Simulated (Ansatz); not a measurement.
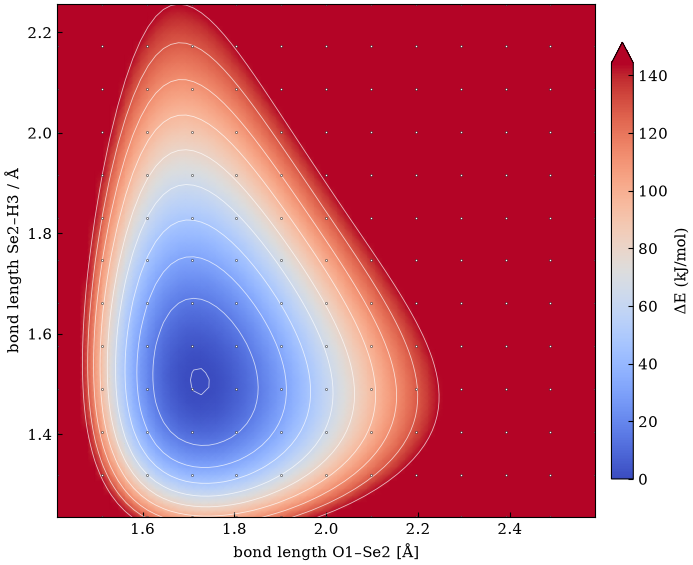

HOSe, SMILES [O-][SeH], charge −1. 
- The first coordinate is: bond length O1–Se2; the second: bond length Se2–H3.
- Nothing is relaxed (all other coordinates rigid).
- Grid: 13 × 13 points.
- Points are written as (first, second).
- Energies: kJ/mol, counted from the lowest grid point.
- The reference is spin-restricted, which grows unreliable where a bond is stretched far.
- Theory: Ansatz, RKS CAM-B3LYP-D4/def2-TZVPD.

Drawn: a smooth colour map with a few white contour lines, dots at the grid points, one colour for all values above the top of the scale. Between grid points the surface is interpolated.

Question: Where is the minimum, and how stiff is the well along each coordinate?

Answer: The interpolated minimum is at bond length O1–Se2 ≈ 1.724 Å, bond length Se2–H3 ≈ 1.505 Å. The curvatures there are about 27 eV/Å² and 17 eV/Å², with a cross term of about 2 eV/Å². Round the minimum the two coordinates are weakly coupled (coupling 0.09 in units of the two stiffnesses). (1 eV is 96.5 kJ/mol.)
